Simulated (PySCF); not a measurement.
## C2H8AlClO: geometry relaxation

- system: C2H8AlClO, SMILES C[O+](C)[AlH2-][Cl]
- method: PBE0-D3(BJ)/def2-SVP geometry optimisation, gas phase (PySCF 2.14.0)

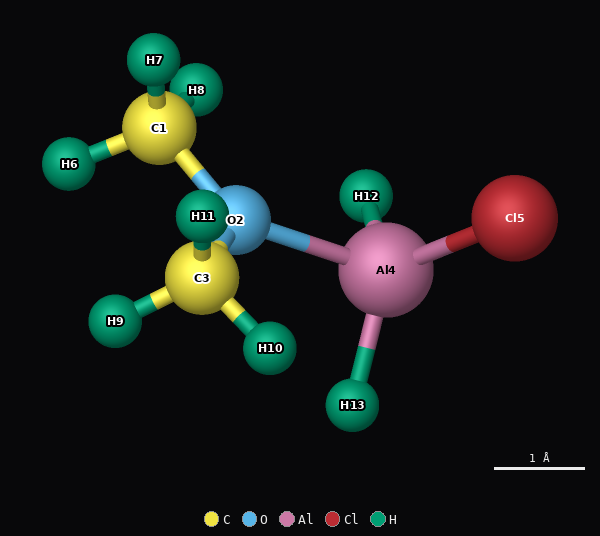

Figure 1. The input geometry (ball-and-stick view, seen at a tilt; atoms are numbered from 1 in the order of the input). Sticks mark near contacts. Bond lengths as drawn: Al–Cl 2.03 Å, Al–H 1.55 to 1.56 Å, Al–O 1.97 Å, C–H 1.06 to 1.11 Å and C–O 1.41 to 1.42 Å.

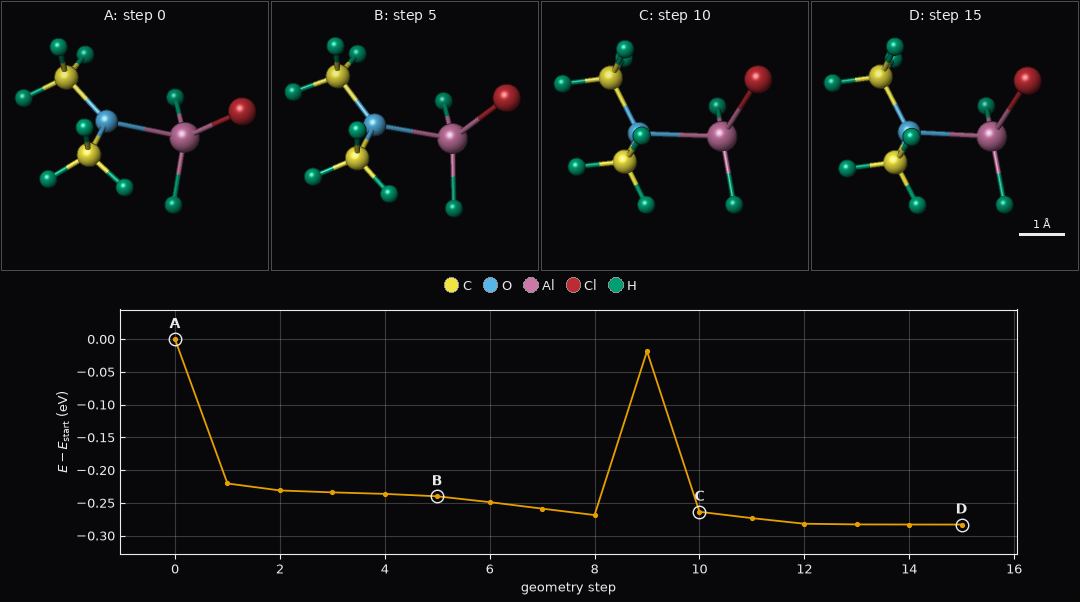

Figure 2. Frames of the relaxation (ball-and-stick view, seen at a tilt) above the curves, on which the letters mark them (steps are counted from 0).

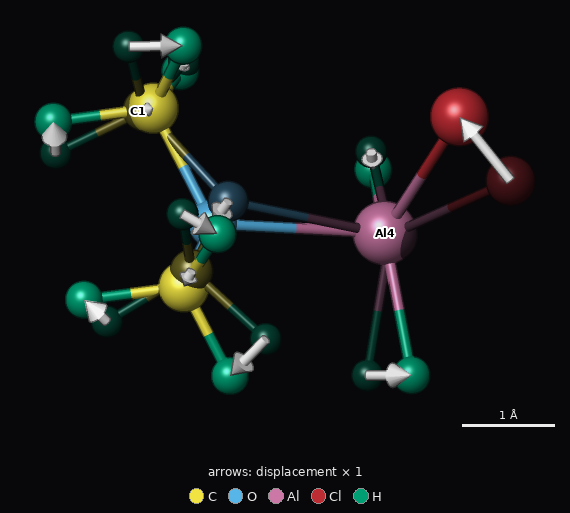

Figure 3. Start (faint) and end (solid) with the displacements as white arrows, at true length (ball-and-stick view, seen at a tilt). The two geometries are laid on each other by the best rigid fit. After 15 geometry steps the energy has fallen by 0.283 eV. Largest force component: 1.4 eV/Å at the start, 0.023 eV/Å at the end. The atom that moves furthest after the best rigid fit is Cl5 (0.90 Å). Largest moves by element: Cl 0.90 Å, H 0.64 Å, O 0.35 Å, C 0.22 Å, Al 0.07 Å. Among the contacts that change: Al4–Cl5 2.030 → 2.156 Å, Al4–H12 1.554 → 1.591 Å, C1–H8 1.061 → 1.097 Å, Al4–H13 1.562 → 1.590 Å. Among the angles that change: C1–O2–Al4 127.1° → 116.4°, O2–Al4–Cl5 104.2° → 96.2°, O2–Al4–H13 94.2° → 100.6°. (Atoms are counted from 1 in the order of the input.)

These pictures come from the run below.

The input:
```
{"job": {"xc": "PBE0", "basis": "def2-SVP", "d3": "d3bj", "grid": 1, "shake": 0.01, "kind": "geom"}, "charge": 0, "multiplicity": 1}
C     -0.940490    -1.084160    -0.541840
O     -0.124370    -0.072910    -0.001250
C     -0.742200     1.200720     0.097570
Al     1.765180    -0.227210     0.528240
Cl     2.763130     0.872270    -0.856040
H     -1.837510    -1.212500     0.092050
H     -1.279520    -0.778650    -1.550280
H     -0.355580    -1.967200    -0.601010
H     -1.604810     1.164640     0.772050
H      0.021140     1.861810     0.560200
H     -1.013170     1.578190    -0.871810
H      1.807800    -1.777980     0.432160
H      1.546230     0.426100     1.929650
```

The first line tells a small driver script what to run in PySCF; the rest is the geometry in Å.

Launched with:
```bash
OMP_NUM_THREADS=1 python <driver script> task.json out
```

What the program printed:
```
step   0  E = -858.15826452  max force = 0.027715
step   1  E = -858.16635921  max force = 0.006827
step   2  E = -858.16675029  max force = 0.002487
step   3  E = -858.16685874  max force = 0.002005
step   4  E = -858.16694315  max force = 0.003765
step   5  E = -858.16707897  max force = 0.003631
step   6  E = -858.16740518  max force = 0.003049
step   7  E = -858.16777028  max force = 0.003459
step   8  E = -858.16813151  max force = 0.006496
step   9  E = -858.15894094  max force = 0.033000
step  10  E = -858.16794778  max force = 0.010269
step  11  E = -858.16830314  max force = 0.005137
step  12  E = -858.16861783  max force = 0.001037
step  13  E = -858.16865584  max force = 0.001021
step  14  E = -858.16866186  max force = 0.000522
step  15  E = -858.16866406  max force = 0.000441
optimisation converged
```

Trajectory as extended XYZ (Å, eV, eV/Å), 16 frames, from step=0 to step=15:
```
13
Properties=species:S:1:pos:R:3:forces:R:3 step=0 energy=-23351.67580
C    -0.9405   -1.0842   -0.5418   -1.1279   1.1736  -0.2832
O    -0.1244   -0.0729   -0.0013   -0.1368   0.3670  -0.0467
C    -0.7422    1.2007    0.0976    0.9977   0.1283   1.1715
Al    1.7652   -0.2272    0.5282   -1.1545  -1.0095   1.2823
Cl    2.7631    0.8723   -0.8560    1.0250   1.1186  -1.4252
H    -1.8375   -1.2125    0.0921    0.1832  -0.1756  -0.0080
H    -1.2795   -0.7786   -1.5503    0.0855  -0.1375   0.0641
H    -0.3556   -1.9672   -0.6010    0.6436  -1.1852   0.0071
H    -1.6048    1.1646    0.7721   -0.2271  -0.1302   0.0211
H     0.0211    1.8618    0.5602   -0.3791  -0.1150  -0.2433
H    -1.0132    1.5782   -0.8718   -0.2637   0.2423  -0.8536
H     1.8078   -1.7780    0.4322    0.1942  -0.6130  -0.1395
H     1.5462    0.4261    1.9297    0.1598   0.3362   0.4534
13
Properties=species:S:1:pos:R:3:forces:R:3 step=1 energy=-23351.89607
C    -0.9976   -0.9547   -0.9036    0.2803  -0.3511  -0.0449
O    -0.2563    0.0707   -0.2601    0.0546  -0.1607   0.0894
C    -0.9288    1.3146   -0.1466   -0.1765   0.0504  -0.3145
Al    1.6117   -0.1807    0.3496    0.0824   0.1413  -0.0954
Cl    2.6411    0.9811   -1.1620   -0.1116  -0.1662   0.1507
H    -1.9092   -1.1793   -0.3326   -0.0770   0.0235   0.0532
H    -1.2567   -0.6520   -1.9273   -0.0306   0.0686  -0.0736
H    -0.3540   -1.8547   -0.9392   -0.1793   0.3061   0.0481
H    -1.8470    1.1888    0.4466   -0.0316  -0.0162   0.0174
H    -0.2641    2.0200    0.3578    0.1449   0.0277   0.0557
H    -1.1815    1.6976   -1.1549    0.0717  -0.0626   0.2093
H     1.7329   -1.7754    0.2178   -0.0373   0.1767  -0.0235
H     1.5278    0.5557    1.7661    0.0100  -0.0374  -0.0719
13
Properties=species:S:1:pos:R:3:forces:R:3 step=2 energy=-23351.90671
C    -0.9988   -0.9599   -0.9038    0.0203  -0.0459  -0.0585
O    -0.2607    0.0636   -0.2549    0.0112  -0.1239   0.0908
C    -0.9272    1.3108   -0.1437    0.0188   0.0657  -0.0134
Al    1.6055   -0.1704    0.3508    0.0713   0.1222  -0.1279
Cl    2.6295    0.9540   -1.1809   -0.0668  -0.0753   0.0859
H    -1.9157   -1.1803   -0.3346   -0.0065   0.0184  -0.0088
H    -1.2530   -0.6484   -1.9293   -0.0094   0.0010   0.0129
H    -0.3575   -1.8501   -0.9336   -0.0251   0.0323   0.0109
H    -1.8487    1.1921    0.4480    0.0086  -0.0040  -0.0026
H    -0.2450    2.0009    0.3674   -0.0173   0.0061   0.0036
H    -1.1675    1.7010   -1.1454    0.0197  -0.0060   0.0151
H     1.7254   -1.7522    0.2126   -0.0253   0.0029   0.0063
H     1.5318    0.5708    1.7590    0.0006   0.0065  -0.0143
13
Properties=species:S:1:pos:R:3:forces:R:3 step=3 energy=-23351.90966
C    -1.0025   -0.9618   -0.9023   -0.0608   0.1031  -0.0435
O    -0.2614    0.0556   -0.2458   -0.0283  -0.0685   0.0959
C    -0.9185    1.3092   -0.1364    0.0408   0.0161   0.0493
Al    1.6066   -0.1675    0.3440    0.0163   0.0723  -0.0834
Cl    2.6096    0.9313   -1.2096   -0.0116  -0.0317   0.0162
H    -1.9242   -1.1762   -0.3379    0.0106   0.0086  -0.0122
H    -1.2525   -0.6417   -1.9267    0.0045  -0.0161   0.0176
H    -0.3675   -1.8521   -0.9325    0.0386  -0.0667   0.0035
H    -1.8444    1.1952    0.4494    0.0076   0.0050  -0.0095
H    -0.2340    1.9931    0.3816   -0.0293  -0.0148  -0.0038
H    -1.1471    1.7027   -1.1370   -0.0034   0.0216  -0.0500
H     1.7092   -1.7485    0.2244    0.0070  -0.0474   0.0082
H     1.5448    0.5925    1.7405    0.0077   0.0185   0.0116
13
Properties=species:S:1:pos:R:3:forces:R:3 step=4 energy=-23351.91196
C    -1.0171   -0.9557   -0.8974   -0.0705   0.1936  -0.0226
O    -0.2657    0.0406   -0.2190   -0.1360   0.0540   0.0925
C    -0.9040    1.3069   -0.1193    0.0679  -0.0310   0.0996
Al    1.6102   -0.1662    0.3297   -0.0338  -0.0769   0.0077
Cl    2.5755    0.8486   -1.2860    0.0682   0.0659  -0.0959
H    -1.9502   -1.1565   -0.3469    0.0234  -0.0065  -0.0052
H    -1.2517   -0.6159   -1.9191    0.0271  -0.0325   0.0082
H    -0.3976   -1.8537   -0.9299    0.0732  -0.1501  -0.0107
H    -1.8432    1.2047    0.4468    0.0008   0.0110  -0.0214
H    -0.2200    1.9761    0.4182   -0.0266  -0.0172  -0.0040
H    -1.1018    1.7082   -1.1218   -0.0173   0.0377  -0.0937
H     1.6928   -1.7501    0.2588    0.0214  -0.0752   0.0276
H     1.5911    0.6448    1.6974    0.0021   0.0272   0.0180
13
Properties=species:S:1:pos:R:3:forces:R:3 step=5 energy=-23351.91566
C    -1.0290   -0.9497   -0.8947   -0.0536   0.1867  -0.0136
O    -0.2769    0.0310   -0.1943   -0.1043   0.0984   0.1103
C    -0.8885    1.3125   -0.1037    0.0184  -0.0694   0.0428
Al    1.6078   -0.1754    0.3160   -0.0642  -0.1515   0.0862
Cl    2.5429    0.7766   -1.3479    0.1067   0.1028  -0.1533
H    -1.9743   -1.1400   -0.3624    0.0147  -0.0141  -0.0037
H    -1.2405   -0.5996   -1.9177    0.0303  -0.0305  -0.0049
H    -0.4214   -1.8574   -0.9230    0.0505  -0.1120  -0.0044
H    -1.8434    1.2281    0.4379   -0.0080   0.0079  -0.0242
H    -0.2042    1.9626    0.4559   -0.0116  -0.0228  -0.0034
H    -1.0515    1.7233   -1.1096   -0.0115   0.0311  -0.0695
H     1.6718   -1.7640    0.3007    0.0305  -0.0464   0.0200
H     1.6253    0.6836    1.6543    0.0022   0.0198   0.0177
13
Properties=species:S:1:pos:R:3:forces:R:3 step=6 energy=-23351.92453
C    -1.0455   -0.9287   -0.8915    0.0720  -0.0405   0.0021
O    -0.2908    0.0197   -0.1513   -0.1377   0.1169   0.0527
C    -0.8745    1.3159   -0.0906    0.0165  -0.0121  -0.0179
Al    1.6082   -0.1994    0.3071   -0.0504  -0.1565   0.1409
Cl    2.5111    0.6895   -1.4109    0.0857   0.0821  -0.1568
H    -2.0131   -1.0979   -0.3948   -0.0051  -0.0052  -0.0018
H    -1.2084   -0.5659   -1.9182    0.0281  -0.0055  -0.0186
H    -0.4645   -1.8586   -0.9090   -0.0192  -0.0035   0.0020
H    -1.8569    1.2551    0.4017   -0.0151  -0.0052  -0.0181
H    -0.2036    1.9472    0.5037    0.0090   0.0032   0.0081
H    -0.9779    1.7307   -1.1056    0.0084   0.0045   0.0115
H     1.6597   -1.7924    0.3637    0.0162   0.0244  -0.0127
H     1.6745    0.7166    1.6073   -0.0084  -0.0028   0.0087
13
Properties=species:S:1:pos:R:3:forces:R:3 step=7 energy=-23351.93447
C    -1.0514   -0.9148   -0.8910    0.0911  -0.1778  -0.0017
O    -0.3192    0.0155   -0.1068    0.0336   0.0472   0.0583
C    -0.8629    1.3299   -0.0775   -0.0633  -0.0006  -0.1471
Al    1.5938   -0.2261    0.3060    0.0110  -0.0772   0.0954
Cl    2.4715    0.6108   -1.4640   -0.0034   0.0190  -0.0626
H    -2.0497   -1.0607   -0.4523   -0.0281   0.0160  -0.0044
H    -1.1395   -0.5563   -1.9276    0.0121   0.0213  -0.0290
H    -0.4968   -1.8656   -0.8735   -0.0574   0.1325   0.0219
H    -1.8773    1.2985    0.3474   -0.0184  -0.0106  -0.0046
H    -0.2130    1.9369    0.5622    0.0332   0.0044   0.0235
H    -0.8880    1.7515   -1.0973    0.0196  -0.0213   0.0889
H     1.6454   -1.8198    0.4109   -0.0132   0.0772  -0.0301
H     1.7054    0.7319    1.5751   -0.0168  -0.0302  -0.0085
13
Properties=species:S:1:pos:R:3:forces:R:3 step=8 energy=-23351.94430
C    -1.0536   -0.8861   -0.8860    0.1152  -0.3340   0.0008
O    -0.3443    0.0032   -0.0361   -0.0387   0.0747  -0.0716
C    -0.8502    1.3326   -0.0642    0.0171   0.0939  -0.0341
Al    1.5824   -0.2571    0.3091    0.0570   0.0030   0.0414
Cl    2.3849    0.5026   -1.5411   -0.0765  -0.0333  -0.0011
H    -2.0905   -0.9846   -0.5318   -0.0195   0.0328  -0.0089
H    -1.0336   -0.5242   -1.9252    0.0125   0.0248  -0.0118
H    -0.5503   -1.8635   -0.8267   -0.0594   0.1228   0.0064
H    -1.9015    1.3313    0.2605   -0.0056  -0.0134   0.0044
H    -0.2447    1.9204    0.6347    0.0107   0.0314   0.0194
H    -0.7642    1.7514   -1.0817    0.0200  -0.0295   0.0882
H     1.6290   -1.8446    0.4678   -0.0218   0.0653  -0.0270
H     1.7549    0.7504    1.5323   -0.0110  -0.0386  -0.0062
13
Properties=species:S:1:pos:R:3:forces:R:3 step=9 energy=-23351.69421
C    -1.0244   -0.7330   -0.8569   -0.0878  -1.6969  -0.0889
O    -0.4196   -0.0469    0.2321   -0.5650   0.4778  -1.2654
C    -0.8121    1.2964   -0.0318    0.4298   1.0310   1.1080
Al    1.5345   -0.3661    0.3311    0.1757   0.1097  -0.0824
Cl    1.9488    0.0779   -1.7719    0.0943   0.0221   0.2875
H    -2.1150   -0.5951   -0.8159    0.0513  -0.0181   0.0331
H    -0.6099   -0.3813   -1.8152   -0.0705  -0.0130   0.1041
H    -0.7878   -1.7988   -0.7313   -0.0569  -0.0413  -0.1144
H    -1.9095    1.3454   -0.0912    0.0802   0.0351   0.0809
H    -0.4450    1.8926    0.8126   -0.0740   0.2048  -0.0625
H    -0.3583    1.6557   -0.9692    0.0068  -0.0581   0.0272
H     1.6013   -1.9139    0.6717   -0.0256  -0.0063   0.0093
H     1.9154    0.7989    1.3475    0.0416  -0.0469  -0.0365
13
Properties=species:S:1:pos:R:3:forces:R:3 step=10 energy=-23351.93930
C    -1.0369   -0.8365   -0.8768    0.0556  -0.5280  -0.0264
O    -0.3883   -0.0101    0.0804   -0.1688   0.1214  -0.3555
C    -0.8314    1.3367   -0.0425    0.1389   0.2654   0.2803
Al    1.5531   -0.3065    0.3191    0.0943   0.1186  -0.1038
Cl    2.1789    0.3130   -1.6687   -0.1094  -0.0564   0.2243
H    -2.1210   -0.8361   -0.6882    0.0135   0.0428  -0.0074
H    -0.8143   -0.4901   -1.8985    0.0000   0.0177   0.0283
H    -0.6416   -1.8524   -0.7416   -0.0379   0.0210  -0.0346
H    -1.9223    1.3743    0.0960    0.0247  -0.0090   0.0196
H    -0.3281    1.9041    0.7497   -0.0400   0.0750  -0.0224
H    -0.5545    1.7439   -1.0282    0.0250  -0.0367   0.0142
H     1.5956   -1.8781    0.5503   -0.0188   0.0007   0.0023
H     1.8289    0.7694    1.4604    0.0228  -0.0326  -0.0188
13
Properties=species:S:1:pos:R:3:forces:R:3 step=11 energy=-23351.94897
C    -1.0097   -0.8906   -0.8904   -0.1407   0.1681  -0.1128
O    -0.3867    0.0207    0.0073    0.1572  -0.1308   0.1207
C    -0.8490    1.3648   -0.0551   -0.0403  -0.0337   0.0402
Al    1.5408   -0.2825    0.3335    0.0174   0.2433  -0.2642
Cl    2.2259    0.4408   -1.6033   -0.0809  -0.0934   0.2478
H    -2.0906   -0.9314   -0.6837    0.0263   0.0361  -0.0183
H    -0.8196   -0.5862   -1.9327   -0.0257  -0.0131   0.0335
H    -0.5594   -1.8697   -0.7046    0.0303  -0.1030   0.0026
H    -1.9331    1.3874    0.1353    0.0300   0.0004   0.0137
H    -0.3132    1.9163    0.7285   -0.0523   0.0005  -0.0226
H    -0.6206    1.8026   -1.0365    0.0289   0.0150  -0.0871
H     1.5700   -1.8592    0.4655    0.0076  -0.0939   0.0480
H     1.7634    0.7189    1.5478    0.0424   0.0045  -0.0014
13
Properties=species:S:1:pos:R:3:forces:R:3 step=12 energy=-23351.95753
C    -1.0348   -0.8788   -0.8913   -0.0066  -0.0088  -0.0054
O    -0.3731    0.0040    0.0096    0.0111  -0.0141  -0.0124
C    -0.8397    1.3483   -0.0531    0.0013   0.0056   0.0029
Al    1.5566   -0.2765    0.3265    0.0243   0.0241  -0.0533
Cl    2.2561    0.4101   -1.5977   -0.0513  -0.0261   0.0359
H    -2.1067   -0.9112   -0.6454    0.0007   0.0100  -0.0091
H    -0.8859   -0.5438   -1.9296    0.0130   0.0004  -0.0012
H    -0.5914   -1.8728   -0.7567    0.0117   0.0086   0.0191
H    -1.9184    1.3677    0.1613   -0.0034   0.0037  -0.0012
H    -0.2954    1.9142    0.7127    0.0033  -0.0059  -0.0027
H    -0.6343    1.7733   -1.0479    0.0059   0.0071   0.0029
H     1.5928   -1.8560    0.5079   -0.0098  -0.0012   0.0128
H     1.7924    0.7533    1.5152   -0.0002  -0.0034   0.0116
13
Properties=species:S:1:pos:R:3:forces:R:3 step=13 energy=-23351.95856
C    -1.0289   -0.8679   -0.8927   -0.0048  -0.0236  -0.0104
O    -0.3863    0.0023    0.0348   -0.0247  -0.0008  -0.0431
C    -0.8318    1.3531   -0.0488    0.0172   0.0219   0.0439
Al    1.5447   -0.2908    0.3322    0.0134   0.0312  -0.0488
Cl    2.1909    0.3551   -1.6264   -0.0148  -0.0170   0.0525
H    -2.1118   -0.8686   -0.6991    0.0026   0.0065  -0.0025
H    -0.8179   -0.5452   -1.9242    0.0063  -0.0022   0.0043
H    -0.6186   -1.8712   -0.7282    0.0002  -0.0136   0.0030
H    -1.9193    1.3862    0.1132    0.0017   0.0015  -0.0009
H    -0.3168    1.9089    0.7440   -0.0043   0.0079  -0.0071
H    -0.5716    1.7776   -1.0308    0.0043  -0.0017  -0.0089
H     1.5735   -1.8662    0.5411   -0.0031  -0.0073   0.0122
H     1.8121    0.7585    1.4965    0.0059  -0.0027   0.0060
13
Properties=species:S:1:pos:R:3:forces:R:3 step=14 energy=-23351.95873
C    -1.0281   -0.8673   -0.8962   -0.0049  -0.0027  -0.0022
O    -0.3904    0.0031    0.0352   -0.0073  -0.0026  -0.0212
C    -0.8291    1.3562   -0.0506    0.0050   0.0059   0.0193
Al    1.5397   -0.2938    0.3374    0.0063   0.0152  -0.0223
Cl    2.1852    0.3429   -1.6224   -0.0015  -0.0070   0.0269
H    -2.1132   -0.8579   -0.7161    0.0004   0.0023  -0.0030
H    -0.8010   -0.5514   -1.9263    0.0042  -0.0025   0.0007
H    -0.6274   -1.8728   -0.7208   -0.0022  -0.0080   0.0015
H    -1.9179    1.3937    0.1012    0.0011   0.0024  -0.0017
H    -0.3195    1.9094    0.7474    0.0004   0.0025  -0.0041
H    -0.5577    1.7804   -1.0298    0.0009   0.0000  -0.0069
H     1.5639   -1.8685    0.5545   -0.0029  -0.0043   0.0083
H     1.8136    0.7580    1.4981    0.0004  -0.0012   0.0048
13
Properties=species:S:1:pos:R:3:forces:R:3 step=15 energy=-23351.95879
C    -1.0279   -0.8675   -0.9026    0.0014   0.0179   0.0094
O    -0.3948    0.0047    0.0309    0.0147  -0.0060   0.0093
C    -0.8248    1.3608   -0.0569   -0.0099  -0.0136  -0.0202
Al    1.5326   -0.2976    0.3481   -0.0062  -0.0083   0.0227
Cl    2.1910    0.3320   -1.6064    0.0104   0.0029  -0.0133
H    -2.1152   -0.8449   -0.7386   -0.0033  -0.0002  -0.0030
H    -0.7818   -0.5629   -1.9316    0.0022  -0.0007  -0.0054
H    -0.6401   -1.8757   -0.7121   -0.0048   0.0065   0.0002
H    -1.9143    1.4050    0.0875   -0.0009   0.0014  -0.0018
H    -0.3175    1.9111    0.7444    0.0063  -0.0020   0.0010
H    -0.5441    1.7836   -1.0344   -0.0024  -0.0009   0.0009
H     1.5475   -1.8719    0.5752   -0.0008   0.0033  -0.0015
H     1.8078    0.7549    1.5082   -0.0067  -0.0004   0.0017
```

Key numbers:

- outcome: converged
- total energy: −858.168664 hartree
- dipole moment: 5.35 D
- point group: C1
- hardware: 1 CPU thread, shared host
- wall time: 89 s
- peak memory: 0.52 GiB
